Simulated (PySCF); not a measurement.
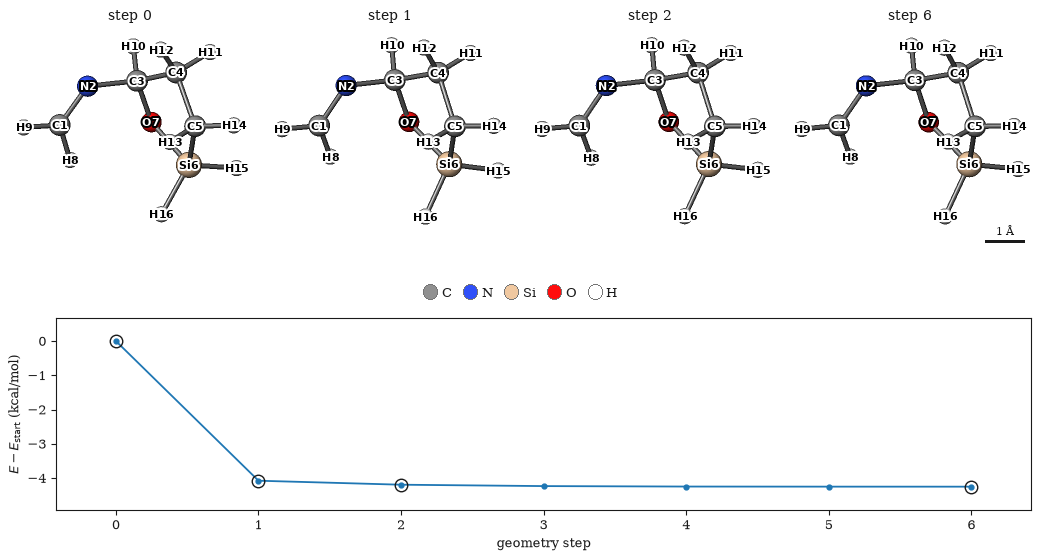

Frames of a relaxation of C4H9NOSi, marked on the history of the run. Style: ball-and-stick. Shown at a tilt.

The start comes from GFN2-xTB. Its atoms were then displaced at random by about 0.01 Å.

Theory: PBE0-D3(BJ)/def2-SVP geometry optimisation, gas phase (PySCF 2.14.0, density-fitted response routines). 

### What happens along the run?

Over 6 geometry steps the energy falls by 4.25 kcal/mol. The largest move after the best rigid fit is that of H8, 0.13 Å. By element the largest moves are H 0.13 Å, N 0.09 Å, O 0.07 Å, C 0.06 Å, Si 0.04 Å. Some distances before and after: Si6–O7 1.649 → 1.691 Å, C3–C4 1.499 → 1.539 Å, Si6–H15 1.457 → 1.493 Å, C5–Si6 1.908 → 1.885 Å. Bond angles that change, for instance: H15–Si6–H16 114.9° → 108.8°, C1–N2–C3 124.1° → 119.9°, C5–C4–H11 106.9° → 109.8°. The run took 2.8 min on 1 thread of Intel(R) Xeon(R) Processor @ 2.50GHz, with other jobs on the host. From step 0 to 1: H atoms move most (0.12 Å), energy −4.08 kcal/mol. From step 1 to 2: H8 moves most (0.05 Å), energy −0.12 kcal/mol. From step 2 to 6: H8 moves most (0.05 Å), energy −0.06 kcal/mol.

```tsv
step	E − E(0), kcal/mol
0	0.00
1	-4.08
2	-4.19
3	-4.23
4	-4.25
5	-4.25
6	-4.25
```
